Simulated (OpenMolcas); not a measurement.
# Cr²⁺ among point charges: CASSCF levels and susceptibility

Aim: the splitting of the states of Cr²⁺ in the field of 6 point charges, its lowest levels with spin-orbit coupling and its magnetic susceptibility.

Method: state-averaged CASSCF, spin-orbit coupling by RASSI with atomic mean-field integrals. Code: OpenMolcas 26.06.

1 further run of the same task is left out (it didn't finish).

### Step 1. What is computed

- Species: Cr²⁺ (chromium, Z = 24, 22 electrons)
- Basis: ANO-RCC-VDZP [5s4p2d1f], 34 functions
- Scalar Hamiltonian: DKH2, point nucleus
- Inactive shells: 1s 2s 2p 3s 3p
- Active space: 4 electrons in 5 orbitals (3d)
- Some configurations of this space: 3d4
- Orbitals: optimised for each spin and parity, averaged over all roots

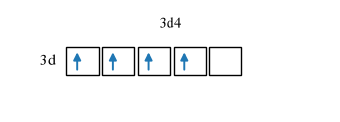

The shells outside the core, filled by Hund's rule for the drawing.

The ion sits among 6 point charges of -2.2 e arranged as a tetragonal octahedron (D4h), 1.88 Å from the ion, with the axial distance 1.786 Å. The active orbitals were held to one l.

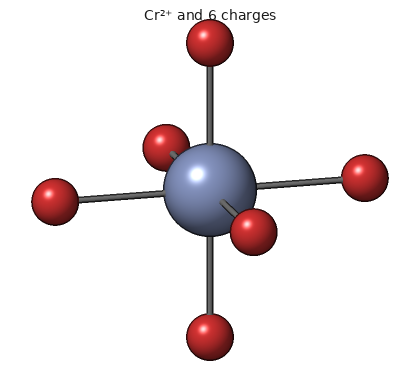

The ion and the point charges (red).

The work runs as a chain of OpenMolcas steps in one folder; each step below is one input file. Labels, J, g values, rates, χT and fits are worked out afterwards by a script from the matrices that RASSI stores. The input lists half of the charges; inversion (Group=XYZ) makes the rest.

### Step 2. GATEWAY and SEWARD: basis and integrals

Contents of a.inp:

```
&GATEWAY
Coord
1

Cr 0.0 0.0 0.0
Basis=ANO-RCC-VDZP
Group=XYZ
NoMove
AngMom=0.0 0.0 0.0
AMFI
XField
3 Angstrom 0
1.880000 0.000000 0.000000 -2.200000
0.000000 1.880000 0.000000 -2.200000
0.000000 0.000000 1.786000 -2.200000
&SEWARD
```

Output:

```text
Basis set label: CR.ANO-RCC...5S4P2D1F.

      Electronic valence basis set:
      ------------------
      Associated Effective Charge  24.000000 au
      Associated Actual Charge     24.000000 au
      Nuclear Model: Point charge

      Shell  nPrim  nBasis  Cartesian Spherical Contaminant
         s      21       5        X
         p      15       4        X
         d      10       2                 X
         f       6       1                 X
                  Relativistic Douglas-Kroll-Hess integrals:
                    - DKH order of Hamiltonian: 2
                    - DKH order of Properties : 0
                  Atomic mean-field integrals
```

### Step 3. CASSCF: quintets of even parity, 5 roots

Contents of a.inp:

```
&RASSCF
FileOrb=start.orb
Symmetry=1
Spin=5
nActEl=4 0 0
Inactive=3 6
Ras2=5 0
CIRoot=5 5 1
SDav=5
CIMx=300
Iter=120 100
PrWF=0.3
OrbListing=Nothing
MaxOrb=0
SupSym
1
10 4 5 6 7 8 11 12 13 14 15
0
>>> COPY $Project.JobIph JOB001
```

start.orb holds the contracted functions of the basis, ordered by shell, or the orbitals of the step before.

Output, shortened:

```text
[...]
      Number of active orbitals                  5
[...]
      Spin quantum number                      2.0
[...]
      Active orbitals                            5   0
[...]
      Number of CSFs                             5
      Number of root(s) required                 5
[...]
      Convergence after  9 iterations
[...]
      Natural orbitals and occupation numbers for root  1
      sym 1:   1.000000   1.000000  -0.000000   1.000000   1.000000
      Natural orbitals and occupation numbers for root  2
      sym 1:   1.000000   1.000000   1.000000   1.000000   0.000000
      Natural orbitals and occupation numbers for root  3
      sym 1:   1.000000  -0.000000   1.000000   1.000000   1.000000
::    RASSCF root number  1 Total energy:  -1056.49585030
::    RASSCF root number  2 Total energy:  -1056.47934556
::    RASSCF root number  3 Total energy:  -1056.43819779
::    RASSCF root number  4 Total energy:  -1056.43819779
::    RASSCF root number  5 Total energy:  -1056.42890753
```

### Step 4. Reference wave functions, triplets of even parity, 45 roots

Contents of a.inp:

```
&RASSCF
FileOrb=start.orb
Symmetry=1
Spin=3
nActEl=4 0 0
Inactive=3 6
Ras2=5 0
CIRoot=45 45 1
SDav=45
CIMx=300
Iter=120 100
PrWF=0.3
OrbListing=Nothing
MaxOrb=0
SupSym
1
10 4 5 6 7 8 11 12 13 14 15
0
>>> COPY $Project.JobIph JOB002
```

Output, shortened:

```text
[...]
      Number of active orbitals                  5
[...]
      Spin quantum number                      1.0
[...]
      Active orbitals                            5   0
[...]
      Number of CSFs                            45
      Number of root(s) required                45
[...]
      Convergence after  8 iterations
[...]
      Natural orbitals and occupation numbers for root  1
      sym 1:   1.927946   0.044953   0.999982   0.027139   0.999982
      Natural orbitals and occupation numbers for root  2
      sym 1:   1.018887   0.015164   1.911315   0.075847   0.978786
      Natural orbitals and occupation numbers for root  3
      sym 1:   0.015164   1.018887   0.978786   0.075847   1.911315
::    RASSCF root number  1 Total energy:  -1056.44692932
::    RASSCF root number  2 Total energy:  -1056.43933069
::    RASSCF root number  3 Total energy:  -1056.43933069
[...]
::    RASSCF root number 27 Total energy:  -1056.31542675
::    RASSCF root number 28 Total energy:  -1056.31542675
::    RASSCF root number 29 Total energy:  -1056.31431467
::    RASSCF root number 30 Total energy:  -1056.31145086
```

### Step 5. CASSCF: singlets of even parity, 50 roots

Contents of a.inp:

```
&RASSCF
FileOrb=start.orb
Symmetry=1
Spin=1
nActEl=4 0 0
Inactive=3 6
Ras2=5 0
CIRoot=50 50 1
SDav=50
CIMx=300
Iter=120 100
PrWF=0.3
OrbListing=Nothing
MaxOrb=0
SupSym
1
10 4 5 6 7 8 11 12 13 14 15
0
>>> COPY $Project.JobIph JOB003
```

Output, shortened:

```text
[...]
      Number of active orbitals                  5
[...]
      Spin quantum number                      0.0
[...]
      Active orbitals                            5   0
[...]
      Number of CSFs                            50
      Number of root(s) required                50
[...]
      Convergence after  7 iterations
[...]
      Natural orbitals and occupation numbers for root  1
      sym 1:   1.860248   0.997999   0.085776   0.057978   0.997999
      Natural orbitals and occupation numbers for root  2
      sym 1:   1.802743   0.998949   0.129270   0.070088   0.998949
      Natural orbitals and occupation numbers for root  3
      sym 1:   1.059936   0.938571   0.111930   0.019970   1.869592
::    RASSCF root number  1 Total energy:  -1056.40295145
::    RASSCF root number  2 Total energy:  -1056.39769931
::    RASSCF root number  3 Total energy:  -1056.39636886
[...]
::    RASSCF root number 27 Total energy:  -1056.27091066
::    RASSCF root number 28 Total energy:  -1056.26200394
::    RASSCF root number 29 Total energy:  -1056.25548643
::    RASSCF root number 30 Total energy:  -1056.25548643
```

### Step 6. RASSI: spin-orbit coupling between the states

Contents of a.inp:

```
&RASSI
NrOfJobIphs=3 5 45 50
1 2 3 4 5
1 2 3 4 5 6 7 8 9 10 11 12 13 14 15 16 17 18 19 20 21 22 23 24 25 26 27
28 29 30 31 32 33 34 35 36 37 38 39 40 41 42 43 44 45
1 2 3 4 5 6 7 8 9 10 11 12 13 14 15 16 17 18 19 20 21 22 23 24 25 26 27
28 29 30 31 32 33 34 35 36 37 38 39 40 41 42 43 44 45 46 47 48 49 50
IphNames
JOB001
JOB002
JOB003
EJob
SpinOrbit
DIPRint=1.0
SOCoupling=1000.0
Subsets=2
Property=9
'ANGMOM' 1 'ANGMOM' 2 'ANGMOM' 3 'MLTPL  1' 1 'MLTPL  1' 2 'MLTPL  1' 3
'AMFI' 1 'AMFI' 2 'AMFI' 3
SOProperty=3
'ANGMOM' 1 'ANGMOM' 2 'ANGMOM' 3
```

Output:

```text
SPIN-FREE ENERGIES:
  (Shifted by EMIN (a.u.) =      -1056.4958502974)

 SF State       Relative EMIN(au)   Rel lowest level(eV)    D:o, cm**(-1)      L_eff

     1             0.0000000000        0.0000000000              0.0000         2.0
     2             0.0165047389        0.4491168240           3622.3715         2.0
     6             0.0489209758        1.3312075686          10736.9131         3.9
     7             0.0565196045        1.5379767890          12404.6194         4.0
     8             0.0565196045        1.5379767890          12404.6194         4.0
     3             0.0576525027        1.5688045197          12653.2618         2.0
     4             0.0576525027        1.5688045197          12653.2618         2.0
     5             0.0669427697        1.8216055627          14692.2397         2.0
     9             0.0904394347        2.4609823897          19849.1616         4.8
    51             0.0928988518        2.5279065394          20388.9413         4.8
    11             0.0938618659        2.5541114865          20600.2984         3.7
    10             0.0938618659        2.5541114865          20600.2984         3.7
    12             0.0962611513        2.6193993687          21126.8807         3.8
    13             0.0979019729        2.6640483995          21486.9994         4.6
    52             0.0981509843        2.6708243441          21541.6511         5.2
    53             0.0994814370        2.7070278062          21833.6517         4.7
    54             0.0994814370        2.7070278062          21833.6517         4.7
    14             0.1003110257        2.7296020652          22015.7254         3.8
    15             0.1018254298        2.7708111008          22348.0987         3.9
    16             0.1018254298        2.7708111008          22348.0987         3.9
    55             0.1063864059        2.8949215816          23349.1172         5.2
    17             0.1105331085        3.0077591076          24259.2132         3.9
    18             0.1117538325        3.0409767000          24527.1312         3.4
    56             0.1250471458        3.4027061824          27444.6762         4.0
    19             0.1299961413        3.5373752105          28530.8552         3.5
    57             0.1334199580        3.6305420092          29282.2961         5.2
    20             0.1345734717        3.6619307178          29535.4631         3.6
    22             0.1378172978        3.7501997220          30247.4006         4.2
    21             0.1378172978        3.7501997220          30247.4006         4.2
    58             0.1378710436        3.7516622182          30259.1965         5.7
    59             0.1412961252        3.8448634385          31010.9150         5.2
    60             0.1412961252        3.8448634385          31010.9150         5.2
    23             0.1451690339        3.9502506518          31860.9202         4.3
    61             0.1460819762        3.9750930776          32061.2879         4.9
    62             0.1460819762        3.9750930776          32061.2879         4.9
    63             0.1483076921        4.0356578938          32549.7761         5.0
    25             0.1489467711        4.0530481186          32690.0377         4.3
    24             0.1489467711        4.0530481186          32690.0377         4.3
    26             0.1531351022        4.1670184130          33609.2701         3.7
    27             0.1578781814        4.2960841739          34650.2557         4.1
Eigenvalues of complex Hamiltonian:
   -----------------------------------
  (Shifted by EMIN (a.u.) =      -1056.4958502974)

 SO State       Relative EMIN(au)   Rel lowest level(eV)    D:o, cm**(-1)     J-value

     1            -0.0000843730        0.0000000000              0.0000         2.9
     2            -0.0000729232        0.0003115655              2.5129         2.8
     3            -0.0000729232        0.0003115655              2.5129         2.8
     4            -0.0000387477        0.0012415280             10.0136         2.3
     5            -0.0000387291        0.0012420328             10.0177         2.3
     6             0.0164061861        0.4487309720           3619.2594         1.5
     7             0.0164062402        0.4487324434           3619.2712         1.5
     8             0.0164450325        0.4497880358           3627.7852         2.2
     9             0.0164450325        0.4497880358           3627.7852         2.2
    10             0.0164579864        0.4501405307           3630.6282         2.3
    11             0.0488366133        1.3312078520          10736.9154         3.1
    12             0.0488720130        1.3321711281          10744.6848         2.9
    13             0.0488720130        1.3321711281          10744.6848         2.9
    14             0.0561814378        1.5310707096          12348.9181         3.4
    15             0.0561854560        1.5311800495          12349.8000         3.3
    16             0.0565038501        1.5398439963          12419.6794         3.5
    17             0.0565038501        1.5398439963          12419.6794         3.5
    18             0.0567904293        1.5476422125          12482.5763         3.4
    19             0.0568206294        1.5484640003          12489.2044         3.4
    20             0.0571052995        1.5562102673          12551.6823         2.2
    21             0.0571052995        1.5562102673          12551.6823         2.2
    22             0.0573429043        1.5626758240          12603.8305         2.7
    23             0.0573437895        1.5626999110          12604.0248         2.7
    24             0.0575848595        1.5692597586          12656.9335         2.8
    25             0.0575848595        1.5692597586          12656.9335         2.8
    26             0.0578073522        1.5753140944          12705.7650         2.6
    27             0.0578566816        1.5766564151          12716.5916         2.7
    28             0.0580833406        1.5828241206          12766.3375         2.2
    29             0.0580833406        1.5828241206          12766.3375         2.2
    30             0.0668960423        1.8226299512          14700.5020         1.6
    31             0.0668961073        1.8226317193          14700.5162         1.6
    32             0.0669198829        1.8232786872          14705.7344         2.3
    33             0.0669198829        1.8232786872          14705.7344         2.3
    34             0.0669278939        1.8234966770          14707.4926         2.5
    35             0.0903553173        2.4609893432          19849.2177         3.2
    36             0.0903553173        2.4609893432          19849.2177         3.2
    37             0.0903865020        2.4618379235          19856.0619         3.3
    38             0.0920623426        2.5074398684          20223.8664         2.9
    39             0.0932374537        2.5394162700          20481.7735         3.1
    40             0.0933340922        2.5420459376          20502.9832         3.0
    41             0.0937676815        2.5538445053          20598.1451         3.2
Weights of the five most important spin-orbit-free states for each spin-orbit state.

 SO State  Total energy (au)           Spin-free states, spin, and weights
 -------------------------------------------------------------------------------------------------------
    1        -0.000084       1 2.0  0.9987    6 1.0  0.0006    3 2.0  0.0002    4 2.0  0.0002   26 1.0  0.0001
    2        -0.000073       1 2.0  0.9989    6 1.0  0.0005    3 2.0  0.0003    4 2.0  0.0001    8 1.0  0.0001
    3        -0.000073       1 2.0  0.9989    6 1.0  0.0005    4 2.0  0.0003    3 2.0  0.0001    7 1.0  0.0001
    4        -0.000039       1 2.0  0.9995    8 1.0  0.0001    7 1.0  0.0001    3 2.0  0.0001    4 2.0  0.0001
    5        -0.000039       1 2.0  0.9995    7 1.0  0.0001    8 1.0  0.0001    4 2.0  0.0001    3 2.0  0.0001
    6         0.016406       2 2.0  0.9981    8 1.0  0.0006    7 1.0  0.0006    5 2.0  0.0005    3 2.0  0.0001
    7         0.016406       2 2.0  0.9981    8 1.0  0.0006    7 1.0  0.0006    5 2.0  0.0005    3 2.0  0.0001
    8         0.016445       2 2.0  0.9989    8 1.0  0.0005    3 2.0  0.0002    5 2.0  0.0001    4 2.0  0.0001
    9         0.016445       2 2.0  0.9989    7 1.0  0.0005    4 2.0  0.0002    5 2.0  0.0001    3 2.0  0.0001
   10         0.016458       2 2.0  0.9992    7 1.0  0.0002    8 1.0  0.0002    4 2.0  0.0001    3 2.0  0.0001
   11         0.048837       6 1.0  0.9924    8 1.0  0.0027    7 1.0  0.0027    1 2.0  0.0007   10 1.0  0.0004
   12         0.048872       6 1.0  0.9964    8 1.0  0.0011    7 1.0  0.0011    1 2.0  0.0005   10 1.0  0.0002
```

These steps took 27 s in all on 1 thread, shared host.

Spin-free states, with their symmetry labels:

```
state  degeneracy  E (cm-1)  free-ion L (%)
  5A1           1         0         D (100)
  5B1           1      3622         D (100)
  3A2           1     10737          H (43)
   3E           2     12405          H (47)
   5E           2     12653         D (100)
  5B2           1     14692         D (100)
  3A1           1     19849          H (83)
  1B2           1     20389          G (49)
   3E           2     20600          H (41)
  3B2           1     21127          F (53)
  3B1           1     21487          H (78)
  1B1           1     21542          I (70)
   1E           2     21834          G (56)
  3A2           1     22016          H (50)
   3E           2     22348          F (54)
  1A1           1     23349          I (70)
  3A1           1     24259          G (93)
  3B1           1     24527          F (82)
  1A1           1     27445          G (41)
  3A1           1     28531          G (58)
  1B2           1     29282          I (59)
  3B1           1     29535          G (75)
   3E           2     30247          H (47)
  1B1           1     30259          I (89)
```

With spin-orbit coupling:

```json
{"E (cm-1)": "0.0", "Degeneracy": "1", "Label": "A1", "2S+1": "5", "g": ""}
{"E (cm-1)": "2.5", "Degeneracy": "2", "Label": "E", "2S+1": "5", "g": "0.00 0.00 4.00"}
{"E (cm-1)": "10.0", "Degeneracy": "2", "Label": "", "2S+1": "5", "g": "0.00 0.00 8.01"}
{"E (cm-1)": "3619", "Degeneracy": "2", "Label": "", "2S+1": "5", "g": "0.00 0.00 7.83"}
{"E (cm-1)": "3628", "Degeneracy": "2", "Label": "E", "2S+1": "5", "g": "0.00 0.00 3.91"}
{"E (cm-1)": "3631", "Degeneracy": "1", "Label": "B1", "2S+1": "5", "g": ""}
{"E (cm-1)": "10737", "Degeneracy": "1", "Label": "A1", "2S+1": "3", "g": ""}
{"E (cm-1)": "10745", "Degeneracy": "2", "Label": "E", "2S+1": "3", "g": "0.00 0.00 3.97"}
{"E (cm-1)": "12349", "Degeneracy": "1", "Label": "A2", "2S+1": "3", "g": ""}
{"E (cm-1)": "12350", "Degeneracy": "1", "Label": "A1", "2S+1": "3", "g": ""}
{"E (cm-1)": "12420", "Degeneracy": "2", "Label": "E", "2S+1": "3", "g": "0.00 0.00 2.65"}
{"E (cm-1)": "12483", "Degeneracy": "1", "Label": "B2", "2S+1": "3", "g": ""}
{"E (cm-1)": "12489", "Degeneracy": "1", "Label": "B1", "2S+1": "3", "g": ""}
{"E (cm-1)": "12552", "Degeneracy": "2", "Label": "E", "2S+1": "5", "g": "0.00 0.00 6.00"}
{"E (cm-1)": "12604", "Degeneracy": "1", "Label": "A2", "2S+1": "5", "g": ""}
{"E (cm-1)": "12604", "Degeneracy": "1", "Label": "A1", "2S+1": "5", "g": ""}
{"E (cm-1)": "12657", "Degeneracy": "2", "Label": "E", "2S+1": "5", "g": "0.00 0.00 1.96"}
{"E (cm-1)": "12706", "Degeneracy": "1", "Label": "B2", "2S+1": "5", "g": ""}
{"E (cm-1)": "12717", "Degeneracy": "1", "Label": "B1", "2S+1": "5", "g": ""}
{"E (cm-1)": "12766", "Degeneracy": "2", "Label": "E", "2S+1": "5", "g": "0.00 0.00 9.97"}
{"E (cm-1)": "14701", "Degeneracy": "2", "Label": "", "2S+1": "5", "g": "0.00 0.00 8.17"}
{"E (cm-1)": "14706", "Degeneracy": "2", "Label": "E", "2S+1": "5", "g": "0.00 0.00 4.09"}
{"E (cm-1)": "14707", "Degeneracy": "1", "Label": "B2", "2S+1": "5", "g": ""}
{"E (cm-1)": "19849", "Degeneracy": "2", "Label": "E", "2S+1": "3", "g": "0.00 0.00 3.95"}
```

The table of states holds 24 of 76 computed; the rest, higher up, is left out. Principal g values are given for doublets only; a zero marks a field direction without first-order Zeeman splitting.

Powder χT (cm³ K/mol): 2.24 at 2 K, 2.71 at 5 K, 2.86 at 10 K, 2.92 at 20 K, 2.95 at 50 K, 2.95 at 100 K, 2.96 at 150 K, 2.96 at 200 K, 2.97 at 250 K, 2.97 at 300 K.

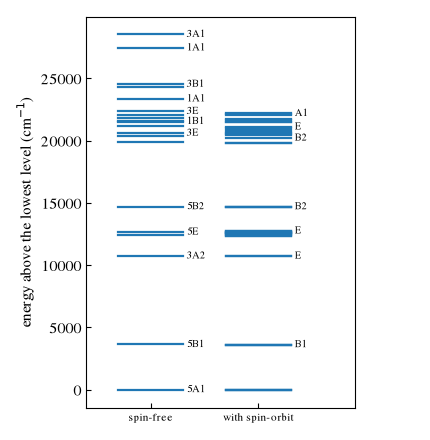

The states in the field without (left) and with (right) spin-orbit coupling.

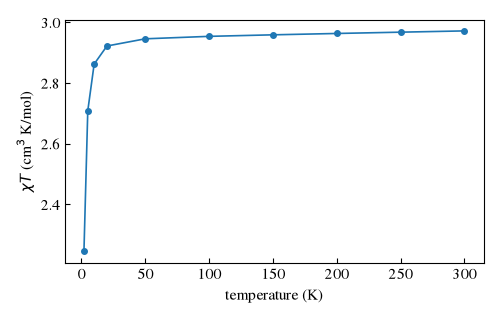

χT against temperature.

### Step 7. Summary of results

| quantity | value |
| --- | --- |
| method | CASSCF |
| spin-free ground state | 5A1, 1-fold in its orbital part |
| first state of the same spin within the active space | 5B1 at 3620 cm⁻¹ |
| lowest level | 1-fold A1 |
| next level | 2.5 cm⁻¹ |
| χT at 300 K | 2.97 cm³ K/mol |
| effective moment at 300 K | 4.87 μB |

What this shows: The spin-free ground state (5A1) comes to 100 % from free-ion D terms and keeps the highest spin of the shell. χT at 300 K is 2.97, against 3.01 cm³ K/mol for the spin alone; near agreement at one temperature doesn't show that the orbital moment is quenched. An active space of the d shell alone favours high spin; real ions in strong fields can be low spin. The field of point charges can differ much from that of real complexes. With metal d orbitals alone active, the gaps between spin states are rough; where two lie within a few thousand cm-1, their order is open. Point charges carry no covalency, so the field is a model and not that of real ligands.
